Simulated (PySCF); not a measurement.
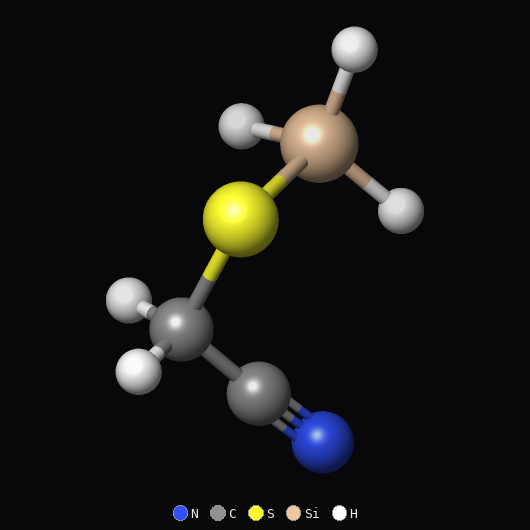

Multiple sticks mark multiple bonds (one Kekulé form).

Computed geometry: GFN2-xTB optimisation. No frequency run is at hand to confirm it as a minimum.

Description:

It has 10 atoms: 2 carbon, 5 hydrogen, 1 nitrogen, 1 sulfur and 1 silicon (C2H5NSSi). Its SMILES string is `N#CCS[SiH3]`. It has no ring. Among its groups: nitrile, Si–H bond. This geometry has C1 symmetry. Coordination: 1 C linear; 1 C tetrahedral; 1 S bent; 1 Si tetrahedral.

More results for the same structure follow; atom numbers are the same in all pictures, views and colours differ.

**Geometry**

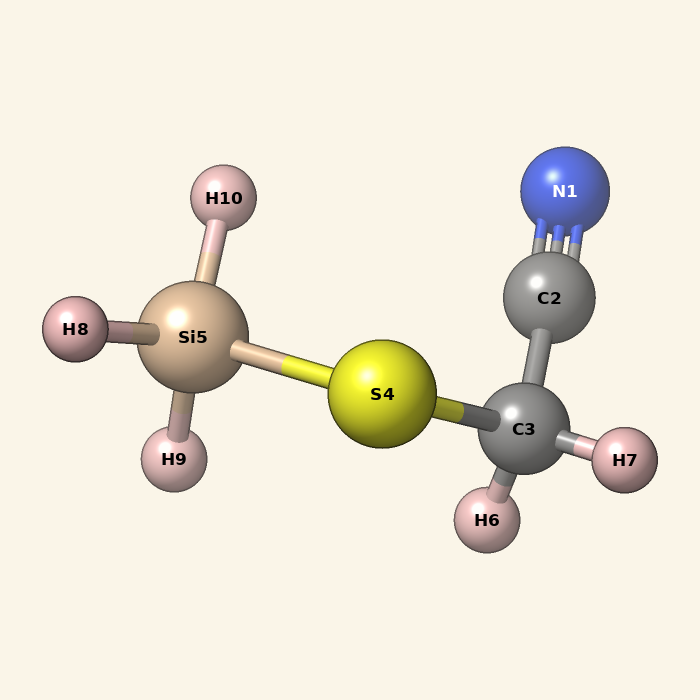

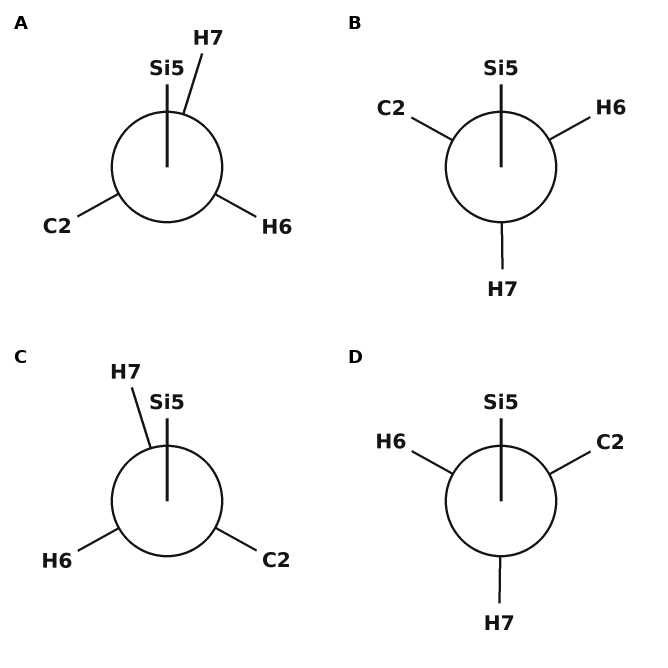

Depth is shown by fading: the farther an atom, the more it takes the colour of the background. Bonds that would overlap in a projection are set slightly apart. No frequency run is at hand to confirm it as a minimum.

Question: Which Newman projection shows the view along S4–C3, with S4 in front?

Answer: D. The torsion angle Si5–S4–C3–C2 is 61°, synclinal (gauche).

**Core levels**

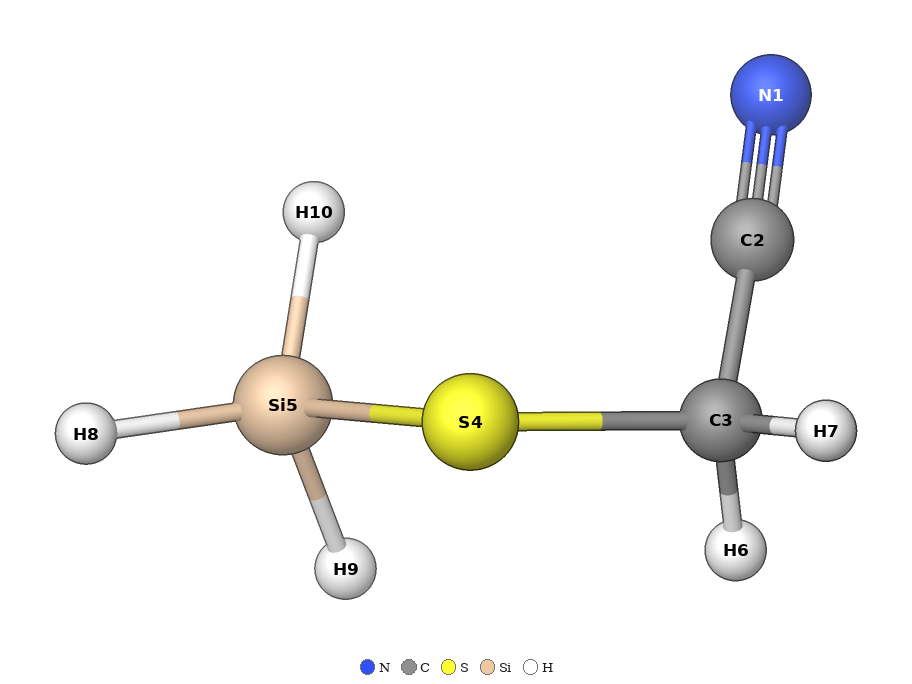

No frequency run is at hand to confirm it as a minimum. Level of theory: delta-SCF UKS SCAN, pcX-2 on the ionised atom, pcseg-1 elsewhere, spin-free X2C (PySCF 2.14.0).

Give the core-electron binding energies (to vacuum; p and d levels without spin–orbit splitting) of N1 1s, C2 1s, C3 1s, S4 1s, S4 2p, Si5 1s, Si5 2p.

| atom | level | binding energy (eV) |
| --- | --- | --- |
| N1 | 1s | 405.2 |
| C2 | 1s | 292.5 |
| C3 | 1s | 292.9 |
| S4 | 1s | 2477.2 |
| S4 | 2p | 169.8 |
| Si5 | 1s | 1847.3 |
| Si5 | 2p | 107.7 |

**Dipole moment**

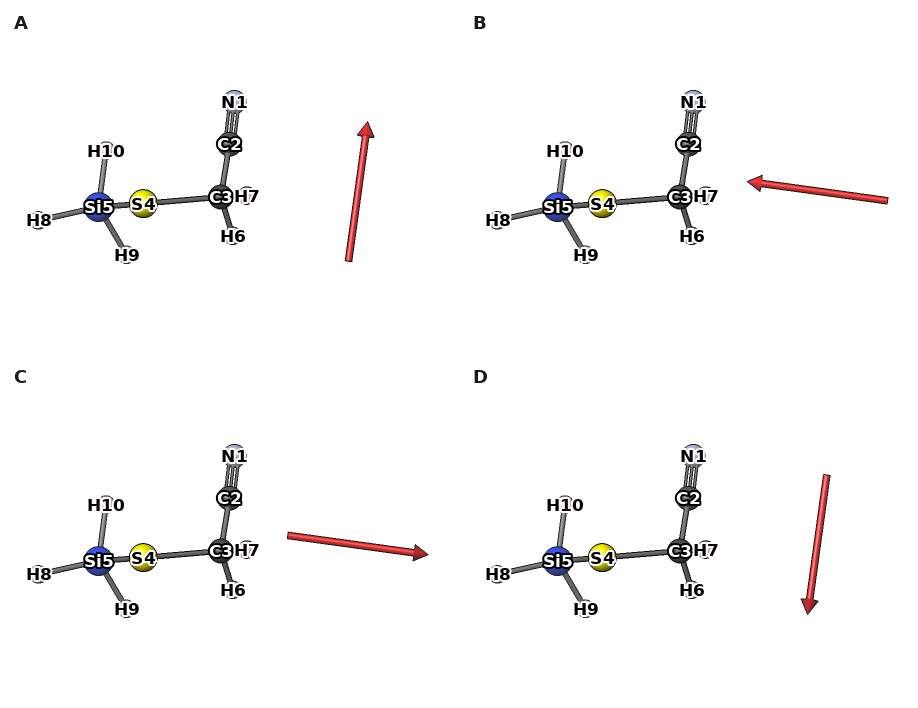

The same molecule four times, each with an arrow. No frequency run is at hand to confirm it as a minimum. Properties computed with CAM-B3LYP/def2-SVPD, gas phase (PySCF 2.14.0).

Question: Which arrow points along the dipole moment, from the negative to the positive end?

Answer: D. The dipole moment is 3.03 D; it points from the side of N1 to the side of H9 (the outermost atoms at the two ends).

**Excitation**

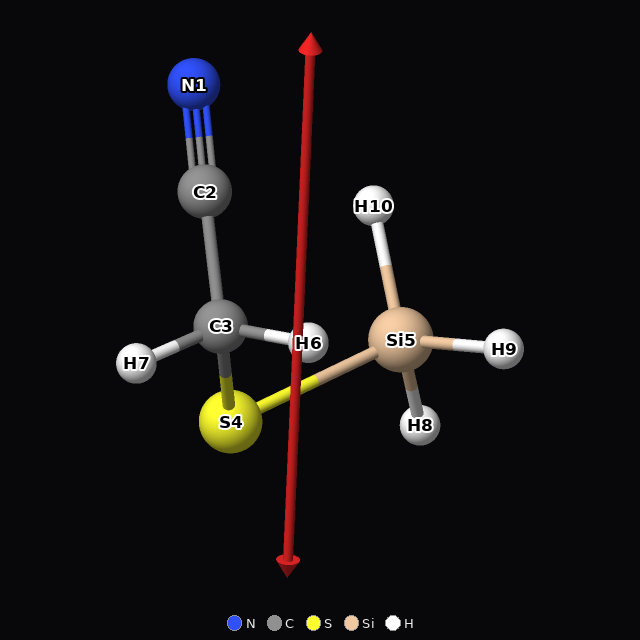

The double arrow shows the direction of the transition dipole to excited singlet state 5 (its length means nothing). No frequency run is at hand to confirm it as a minimum. Properties computed with TDDFT CAM-B3LYP/def2-SVPD, vertical, gas phase, core orbitals frozen in the response (PySCF 2.14.0).

Question: Give its energy, strength and character.

Answer: 7.23 eV (172 nm), oscillator strength 0.022, of mixed character, with the largest part HOMO−1 → LUMO (weight 0.40); transition dipole 0.90 D.

**Polarisability**

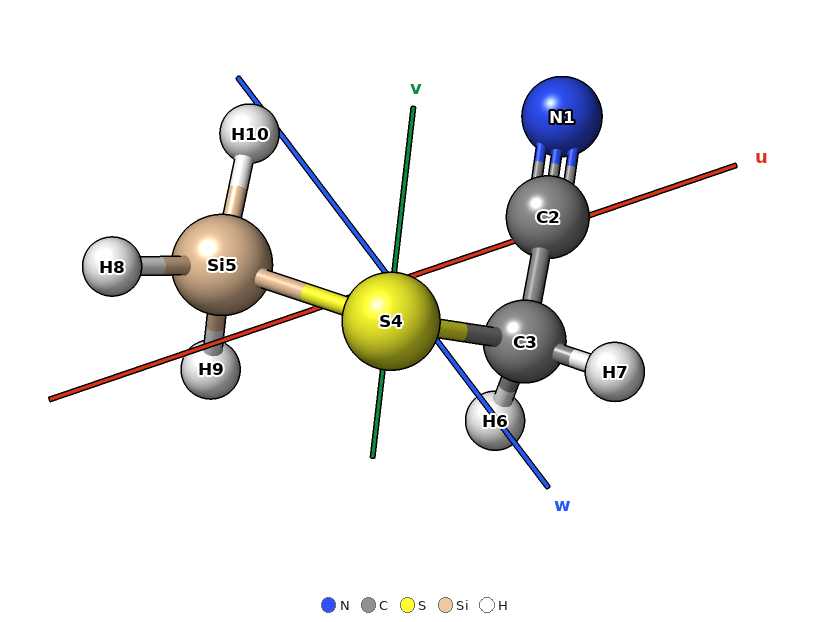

The lines u, v and w are the principal axes of the static dipole polarisability. No frequency run is at hand to confirm it as a minimum. Level of theory: CAM-B3LYP/def2-SVPD (PySCF 2.14.0).

Question: Along which axis is the molecule most polarisable, and along which least?

Answer: Most along u (close to the long direction N1···Si5), least along v.

Question: Give the three principal values.

Answer: u 83.5, v 61.6, w 76.4 bohr³; mean 73.8, anisotropy 19.3 bohr³.

The geometry is semi-empirical. Around Si such bond lengths and angles can be off by a tenth of an ångström or more and by several degrees, and values that hang on the shape move with them.
